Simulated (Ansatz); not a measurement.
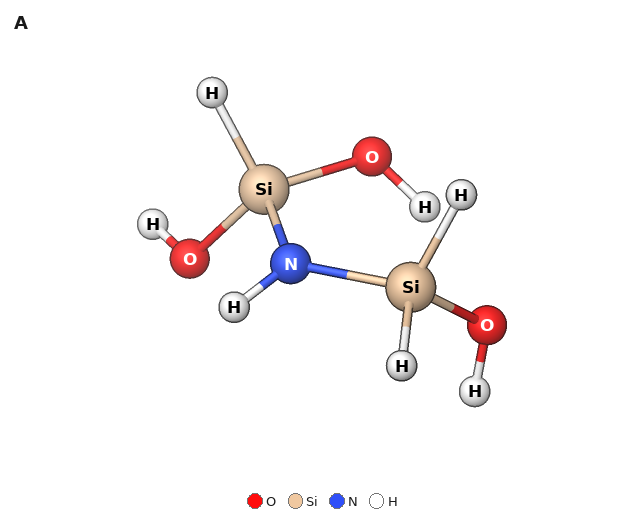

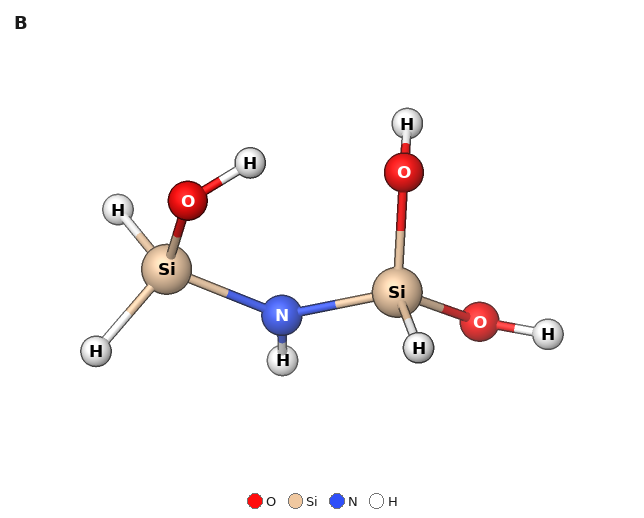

2 stationary structures of one formula. Geometries: PBE0-D4/def2-TZVP. Electronic energies: CCSD(T)/CBS (MP2 limit from def2-TZVPP and def2-QZVPP plus CCSD(T) − MP2) (Ansatz 0.2.0), without zero-point energy. No frequency run is at hand to confirm each as a minimum.

Question: How are they related?

Answer: They are conformers of H7NO3Si2: `O[SiH2]N[SiH](O)O`.

Question: Rank them by energy, lowest first.

Answer: A is lowest; B lies 1.6 kcal/mol above it.
